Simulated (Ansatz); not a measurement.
# Lithium, hcp under BLYP: ground state and equation of state, part 2 of 2

The plan for lithium in the hcp structure: relax it, solve it on a dense k-mesh, then scale the cell to 7 volumes from 88 to 112 % of the relaxed one and try a fit of the equation of state. Spin polarisation is left out. The k-meshes are 12×12×6 for the relaxation; 19×19×11 for the dense run; 13×13×7 for the volumes.

Ansatz 0.2.0; DFT, BLYP, plane waves (420 eV) with PAW, scalar-relativistic. Earlier steps stand in the parts before.

### Step 6. At 96 % of the relaxed volume

This is Li in the hcp structure; at room conditions it is bcc.

input.yaml reads:

```yaml
crystal:
  lattice:
    - [3.0091624218, 0.0, 0.0]
    - [-1.5045812109, 2.6060111014, 0.0]
    - [0.0, 0.0, 4.908213005]
  atoms:
    - { symbol: Li, position: [0.3333333333, 0.6666666667, 0.25] }
    - { symbol: Li, position: [0.6666666667, 0.3333333333, 0.75] }
hamiltonian:
  xc: blyp
  pseudopotentials:
    kind: paw
    azcp:
      Li: "pseudopotentials/Li.paw.azcp"
basis:
  ecutwfc: 420
  fft_grid_basis: typed
kpoints:
  mp_grid: { grid: [13, 13, 7], shift: [0, 0, 0] }
magnetization:
  spin_polarized: false
scf:
  occupations: { method: fermi_dirac, width: 0.1 }
  lower_state_search: "off"
output:
  stress: true
```

The run is started by

```console
$ ansatz run input.yaml --threads 2 --pin off --max-ram 5120MiB --backend cpu --events-out ev --progress --plain --runs-dir out
```

The program printed, shortened:

```text
Warning: RAYON_NUM_THREADS=2 ignored (pool sized by the plan → 2); use --threads N
[...]
Pseudopotentials: kind: paw
Pseudopotential: Li, paw, valence charge 3, recommended cutoff 420 eV (normal), <dir>
Functional definition: BLYP
[...]
Crystal: 2 atoms, lattice volume = 38.490 Å³
Basis set: ecut = 420 eV, 713 PW (Γ), exchange–correlation on 48×48×72 points (8 copies of the dense FFT grid, shifted against one another)
Bands: 7, of which v1, the nominal top of the filled ones, is band 3 counted from 1 (2 counted from 0)
Symmetry: 24 space group operations
Space group: P63/mmc (ITA 194), of the structure as read, at distance tolerance 3.4e-5 Å
k-points: 84 of 1183
[...]
SCF iter   1: F=—  HF=-409.889811 eV  |F-HF|=—  |Δ(HF+E_count)|=         —  Δρ=6.77e-4  dr2=1.77e-4  ethr=1.77e-3  ⟨swp⟩=4.0  Hψ=4069  notcnv=0
[...]
SCF iter   6: F=-409.889991 eV  HF=-409.889991 eV  |F-HF|=1.12e-11  |Δ(HF+E_count)|=  7.16e-10  Δρ=6.81e-8  dr2=1.42e-12  ethr=2.75e-12  ⟨swp⟩=1.0  Hψ=1717  notcnv=0
[...]
SCF converged after 6 iterations
Free energy (F): -409.889991 eV
[...]
E sigma→0 (E₀):  -409.872969 eV
Entropy (-TS):   -0.034044 eV (-17.022 meV/atom)
Fermi energy:    1.600218 eV
[...]
--- Stress (GPa, compression-positive) ---
        0.521529       0.000000       0.000000
        0.000000       0.521529       0.000000
        0.000000       0.000000       0.762181
  P = ⅓ Tr σ = 0.6017 GPa (6.017 kbar)
```

It took 0.41 s on 2 threads of Intel Xeon 6975P-C (Granite Rapids), shared host; peak memory 0.34 GiB.

### Step 7. At 100 % of the relaxed volume

Changes to input.yaml since step 6:

```diff
@@ -2,5 +2,5 @@
   lattice:
-    - [3.0091624218, 0.0, 0.0]
-    - [-1.5045812109, 2.6060111014, 0.0]
-    - [0.0, 0.0, 4.908213005]
+    - [3.0503889478, 0.0, 0.0]
+    - [-1.5251944739, 2.6417143202, 0.0]
+    - [0.0, 0.0, 4.9754571556]
   atoms:
```

The run is started by

```console
$ ansatz run input.yaml --threads 2 --pin off --max-ram 5120MiB --backend cpu --events-out ev --progress --plain --runs-dir out
```

The program printed, shortened:

```text
Warning: RAYON_NUM_THREADS=2 ignored (pool sized by the plan → 2); use --threads N
[...]
[... 3 set-up lines as earlier in the session ...]
[...]
Crystal: 2 atoms, lattice volume = 40.094 Å³
Basis set: ecut = 420 eV, 785 PW (Γ), exchange–correlation on 48×48×72 points (8 copies of the dense FFT grid, shifted against one another)
Bands: 7, of which v1, the nominal top of the filled ones, is band 3 counted from 1 (2 counted from 0)
[... 2 set-up lines as earlier in the session ...]
k-points: 84 of 1183
[...]
SCF iter   1: F=—  HF=-409.892763 eV  |F-HF|=—  |Δ(HF+E_count)|=         —  Δρ=6.44e-4  dr2=1.71e-4  ethr=1.77e-3  ⟨swp⟩=4.0  Hψ=4056  notcnv=0
[...]
SCF iter   6: F=-409.892929 eV  HF=-409.892929 eV  |F-HF|=1.52e-11  |Δ(HF+E_count)|=  9.21e-10  Δρ=6.49e-8  dr2=1.02e-12  ethr=6.85e-12  ⟨swp⟩=1.0  Hψ=1703  notcnv=0
[...]
SCF converged after 6 iterations
Free energy (F): -409.892929 eV
[...]
E sigma→0 (E₀):  -409.875791 eV
Entropy (-TS):   -0.034275 eV (-17.138 meV/atom)
Fermi energy:    1.466411 eV
[...]
--- Stress (GPa, compression-positive) ---
       -0.070039      -0.000000       0.000000
       -0.000000      -0.070039      -0.000000
        0.000000      -0.000000       0.148006
  P = ⅓ Tr σ = 0.0026 GPa (0.026 kbar)
```

Run time: 0.41 s. Hardware: 2 threads of Intel Xeon 6975P-C (Granite Rapids), shared host; peak memory 0.35 GiB.

### Step 8. At 104 % of the relaxed volume

Changes to input.yaml since step 7:

```diff
@@ -2,5 +2,5 @@
   lattice:
-    - [3.0503889478, 0.0, 0.0]
-    - [-1.5251944739, 2.6417143202, 0.0]
-    - [0.0, 0.0, 4.9754571556]
+    - [3.0905302478, 0.0, 0.0]
+    - [-1.5452651239, 2.6764777057, 0.0]
+    - [0.0, 0.0, 5.0409312055]
   atoms:
```

The run is started by

```console
$ ansatz run input.yaml --threads 2 --pin off --max-ram 5120MiB --backend cpu --events-out ev --progress --plain --runs-dir out
```

The program printed, shortened:

```text
Warning: RAYON_NUM_THREADS=2 ignored (pool sized by the plan → 2); use --threads N
[...]
[... 3 set-up lines as earlier in the session ...]
[...]
Crystal: 2 atoms, lattice volume = 41.697 Å³
Basis set: ecut = 420 eV, 785 PW (Γ), exchange–correlation on 48×48×72 points (8 copies of the dense FFT grid, shifted against one another)
Bands: 7, of which v1, the nominal top of the filled ones, is band 3 counted from 1 (2 counted from 0)
[... 2 set-up lines as earlier in the session ...]
k-points: 84 of 1183
[...]
SCF iter   1: F=—  HF=-409.890172 eV  |F-HF|=—  |Δ(HF+E_count)|=         —  Δρ=6.33e-4  dr2=1.77e-4  ethr=1.77e-3  ⟨swp⟩=4.0  Hψ=4048  notcnv=0
[...]
SCF iter   6: F=-409.890367 eV  HF=-409.890367 eV  |F-HF|=9.04e-12  |Δ(HF+E_count)|=  5.90e-10  Δρ=6.04e-8  dr2=1.63e-12  ethr=2.62e-12  ⟨swp⟩=1.0  Hψ=1550  notcnv=0
[...]
SCF converged after 6 iterations
Free energy (F): -409.890367 eV
[...]
E sigma→0 (E₀):  -409.873111 eV
Entropy (-TS):   -0.034511 eV (-17.256 meV/atom)
Fermi energy:    1.342372 eV
[...]
--- Stress (GPa, compression-positive) ---
       -0.565800       0.000000       0.000000
       -0.000000      -0.565800      -0.000000
       -0.000000      -0.000000      -0.367873
  P = ⅓ Tr σ = -0.4998 GPa (-4.998 kbar)
```

It took 0.4 s on 2 threads of Intel Xeon 6975P-C (Granite Rapids), shared host; peak memory 0.35 GiB.

### Step 9. At 108 % of the relaxed volume

Changes to input.yaml since step 8:

```diff
@@ -2,5 +2,5 @@
   lattice:
-    - [3.0905302478, 0.0, 0.0]
-    - [-1.5452651239, 2.6764777057, 0.0]
-    - [0.0, 0.0, 5.0409312055]
+    - [3.1296550373, 0.0, 0.0]
+    - [-1.5648275186, 2.7103607674, 0.0]
+    - [0.0, 0.0, 5.1047472359]
   atoms:
```

The run is started by

```console
$ ansatz run input.yaml --threads 2 --pin off --max-ram 5120MiB --backend cpu --events-out ev --progress --plain --runs-dir out
```

The program printed, shortened:

```text
Warning: RAYON_NUM_THREADS=2 ignored (pool sized by the plan → 2); use --threads N
[...]
[... 3 set-up lines as earlier in the session ...]
[...]
Crystal: 2 atoms, lattice volume = 43.301 Å³
Basis set: ecut = 420 eV, 845 PW (Γ), exchange–correlation on 48×48×72 points (8 copies of the dense FFT grid, shifted against one another)
Bands: 7, of which v1, the nominal top of the filled ones, is band 3 counted from 1 (2 counted from 0)
[... 2 set-up lines as earlier in the session ...]
k-points: 84 of 1183
[...]
SCF iter   1: F=—  HF=-409.882928 eV  |F-HF|=—  |Δ(HF+E_count)|=         —  Δρ=6.34e-4  dr2=1.91e-4  ethr=1.77e-3  ⟨swp⟩=4.0  Hψ=4079  notcnv=0
[...]
SCF iter   6: F=-409.883189 eV  HF=-409.883189 eV  |F-HF|=7.11e-12  |Δ(HF+E_count)|=  8.73e-10  Δρ=5.12e-8  dr2=1.34e-12  ethr=1.45e-12  ⟨swp⟩=1.0  Hψ=1674  notcnv=0
[...]
SCF converged after 6 iterations
Free energy (F): -409.883189 eV
[...]
E sigma→0 (E₀):  -409.865813 eV
Entropy (-TS):   -0.034753 eV (-17.376 meV/atom)
Fermi energy:    1.227056 eV
[...]
--- Stress (GPa, compression-positive) ---
       -0.982034       0.000000       0.000000
        0.000000      -0.982034       0.000000
        0.000000       0.000000      -0.802104
  P = ⅓ Tr σ = -0.9221 GPa (-9.221 kbar)
```

Wall time 0.46 s (2 threads of Intel Xeon 6975P-C (Granite Rapids), shared host); peak memory 0.35 GiB.

### Step 10. At 112 % of the relaxed volume

Changes to input.yaml since step 9:

```diff
@@ -2,5 +2,5 @@
   lattice:
-    - [3.1296550373, 0.0, 0.0]
-    - [-1.5648275186, 2.7103607674, 0.0]
-    - [0.0, 0.0, 5.1047472359]
+    - [3.167825324, 0.0, 0.0]
+    - [-1.583912662, 2.7434172053, 0.0]
+    - [0.0, 0.0, 5.1670063869]
   atoms:
```

The run is started by

```console
$ ansatz run input.yaml --threads 2 --pin off --max-ram 5120MiB --backend cpu --events-out ev --progress --plain --runs-dir out
```

The program printed, shortened:

```text
Warning: RAYON_NUM_THREADS=2 ignored (pool sized by the plan → 2); use --threads N
[...]
[... 3 set-up lines as earlier in the session ...]
[...]
Crystal: 2 atoms, lattice volume = 44.905 Å³
Basis set: ecut = 420 eV, 881 PW (Γ), exchange–correlation on 48×48×72 points (8 copies of the dense FFT grid, shifted against one another)
Bands: 7, of which v1, the nominal top of the filled ones, is band 3 counted from 1 (2 counted from 0)
[... 1 set-up line as earlier in the session ...]
Space group: P63/mmc (ITA 194), of the structure as read, at distance tolerance 3.6e-5 Å
k-points: 84 of 1183
[...]
SCF iter   1: F=—  HF=-409.871781 eV  |F-HF|=—  |Δ(HF+E_count)|=         —  Δρ=6.42e-4  dr2=2.11e-4  ethr=1.77e-3  ⟨swp⟩=4.0  Hψ=4100  notcnv=0
[...]
SCF iter   6: F=-409.872131 eV  HF=-409.872131 eV  |F-HF|=2.48e-11  |Δ(HF+E_count)|=   1.08e-9  Δρ=7.14e-8  dr2=1.64e-12  ethr=4.35e-12  ⟨swp⟩=1.0  Hψ=1553  notcnv=0
[...]
SCF converged after 6 iterations
Free energy (F): -409.872131 eV
[...]
E sigma→0 (E₀):  -409.854631 eV
Entropy (-TS):   -0.035000 eV (-17.500 meV/atom)
Fermi energy:    1.119561 eV
[...]
--- Stress (GPa, compression-positive) ---
       -1.331876       0.000000      -0.000000
       -0.000000      -1.331876      -0.000000
       -0.000000      -0.000000      -1.168144
  P = ⅓ Tr σ = -1.2773 GPa (-12.773 kbar)
```

It took 0.42 s on 2 threads of Intel Xeon 6975P-C (Granite Rapids), shared host; peak memory 0.36 GiB.

### Step 11. Fitting the volumes

The cell was scaled evenly, with its shape and the fractional positions fixed.

```tsv
V (Å³/atom)	E − E₀ (meV/atom)	P from the stress (GPa)	P from the fit (GPa)
17.641	14.7	2.18	2.16
18.443	6.1	1.32	1.31
19.245	1.4	0.60	0.59
20.047	0.0	0.00	-0.01
20.849	1.3	-0.50	-0.51
21.650	5.0	-0.92	-0.93
22.452	10.6	-1.28	-1.29
```

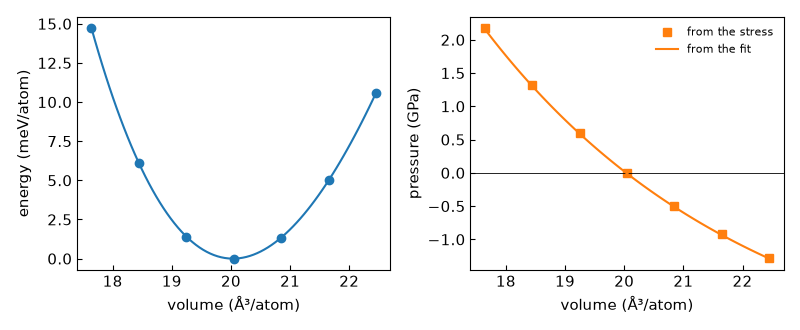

Energy and pressure against volume; the lines are the Birch-Murnaghan fit.

Fit (Birch-Murnaghan, third order): V₀ = 20.033 Å³/atom, B₀ = 13.7 GPa, B₀′ = 3.4, largest residual 0.01 meV/atom.

### Step 12. Summary of results

This closing draws on all 2 parts.

```
                      quantity                                   value
space group (spins left aside)                      P6_3/mmc (No. 194)
             conventional cell  a = 3.050 Å, c = 4.975 Å (c/a = 1.631)
                        volume                          20.047 Å³/atom
             shortest distance                                 3.048 Å
               gap on the mesh            none (levels filled in part)
               relative to bcc                             -2 meV/atom
                   V₀, B₀, B₀′           20.033 Å³/atom, 13.7 GPa, 3.4
```

**Reading.** The relaxation shrank the cell by 7.2 % in volume. Against the reference form of lithium (bcc, computed apart with the same settings) it stands 2 meV/atom lower, within what mesh and smearing can decide. Levels at the Fermi energy are filled in part, as in a metal. The fitted modulus is 13.7 GPa, a soft solid; letting shape and positions relax at each volume could only lower it. The symmetry was held, so the structure may be unstable against distortions that break it.
